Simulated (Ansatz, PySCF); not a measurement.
Breaking the Al1–H2 bond in AlH5Si (SMILES [AlH2][SiH3]) (multiplicity 1 held, fragments rigid). Energies count from the point at 1.583 Å.
Geometry at that point (charge 0, multiplicity 1):
```xyz
7

Al     0.0339    -0.6045    -1.1593
H     -1.2881    -0.7373    -2.0206
H      1.3858    -1.1878    -1.7414
Si    -0.0279     0.5276     1.0239
H     -0.0393     2.0039     0.8270
H      1.1451     0.2081     1.8784
H     -1.2539     0.1849     1.7925
```

R- and RO- levels are restricted; in cc, def2 and unpolarised 6-31G sets they are followed outwards from rest. U- levels take the lowest unrestricted solution at each point, which mixes spins at long bonds. Active spaces are followed from a long bond inwards. Curves can end on different states.

Correlated levels freeze the cores. Rows in 6-31G* carry no dispersion term and start afresh at each structure (6-31G* with six Cartesian d functions).

Codes used: Ansatz (Gaussian orbitals); PySCF for 6-31G* rows. Values without a source in brackets are computed.

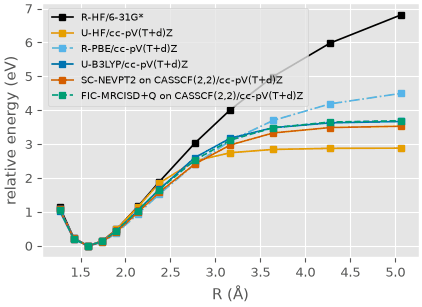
Relative energy along the coordinate

Problem. Read off the R-HF/6-31G* curve at R = 3.167.

Solution. about 4.0 eV

Doubts at one or more of the structures used: a restricted determinant that unrestricted orbitals would lower (R-HF/6-31G*, R-PBE/cc-pV(T+d)Z); a spin-contaminated determinant (U-HF/cc-pV(T+d)Z, U-B3LYP/cc-pV(T+d)Z).

Ansatz is a quantum-chemistry and plane-wave program.
